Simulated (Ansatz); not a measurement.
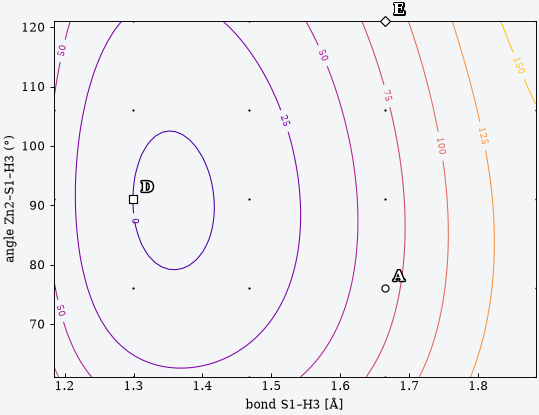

HSZn, SMILES [SH][Zn], spin multiplicity 2. Two internal coordinates are moved rigidly from the geometry relaxed at PBE0-D4/def2-TZVP, all others fixed. The first coordinate is: bond S1–H3; the second: angle Zn2–S1–H3. The scan uses a 5 × 5 grid. Points are written as (first, second). Energies: kJ/mol, counted from the lowest grid point. Method: UKS PBE-D4/def2-TZVPP (Ansatz 0.2.0).

In the figure: contour lines labelled in kJ/mol, dots at the grid points, lettered points. Between grid points the surface is interpolated.

> Is E the lowest point of the computed grid?

No. E lies 87 kJ/mol above the lowest grid point, which is at (1.299 Å, 91°).

> Rank the lettered points by energy, lowest first.

D (0 kJ/mol), A (67 kJ/mol), E (87 kJ/mol).

> What kind of point is each of A, D: minimum, saddle, maximum or slope?

A: on a slope; D: minimum. (In these two coordinates alone; a stationary point may lie a little off the grid point.)
